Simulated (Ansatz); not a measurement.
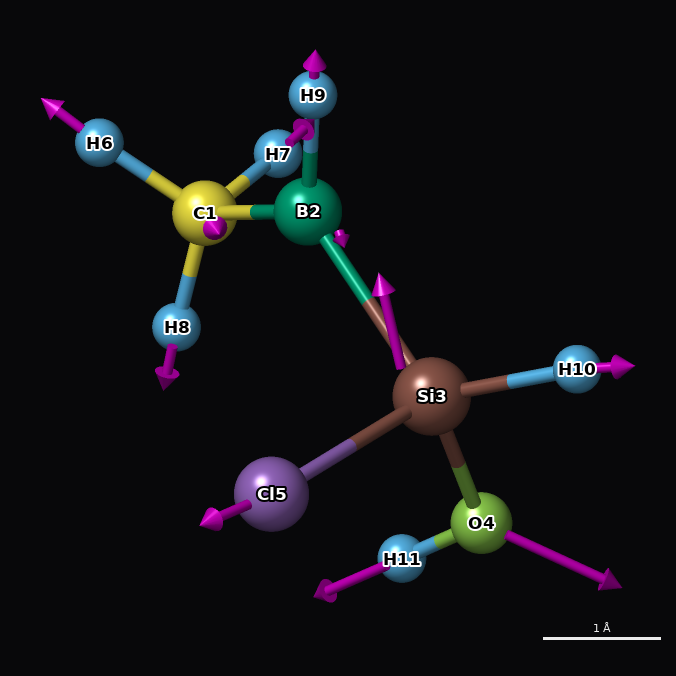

Arrows show the forces on the atoms, 2 Å of arrow for 1 eV/Å; forces under a tenth of the largest aren't drawn. Level of theory: PBE-D4/def2-TZVPP (Ansatz 0.2.0).

Question: On which atom is the force largest, and how large is it?

Answer: On O4: 0.56 eV/Å.

List the force components in the frame of the picture (x right, y up, z towards the viewer), in eV/Å.

```json
{"atom": "C1", "Fx": "0.04", "Fy": "−0.05", "Fz": "0.16"}
{"atom": "B2", "Fx": "0.02", "Fy": "−0.07", "Fz": "0.03"}
{"atom": "Si3", "Fx": "−0.10", "Fy": "0.41", "Fz": "0.09"}
{"atom": "O4", "Fx": "0.50", "Fy": "−0.23", "Fz": "−0.10"}
{"atom": "Cl5", "Fx": "−0.21", "Fy": "−0.09", "Fz": "0.20"}
{"atom": "H6", "Fx": "−0.18", "Fy": "0.14", "Fz": "0.00"}
{"atom": "H7", "Fx": "0.11", "Fy": "0.10", "Fz": "−0.15"}
{"atom": "H8", "Fx": "−0.04", "Fy": "−0.19", "Fz": "−0.10"}
{"atom": "H9", "Fx": "0.01", "Fy": "0.12", "Fz": "0.07"}
{"atom": "H10", "Fx": "0.17", "Fy": "0.01", "Fz": "0.08"}
{"atom": "H11", "Fx": "−0.31", "Fy": "−0.14", "Fz": "−0.29"}
```
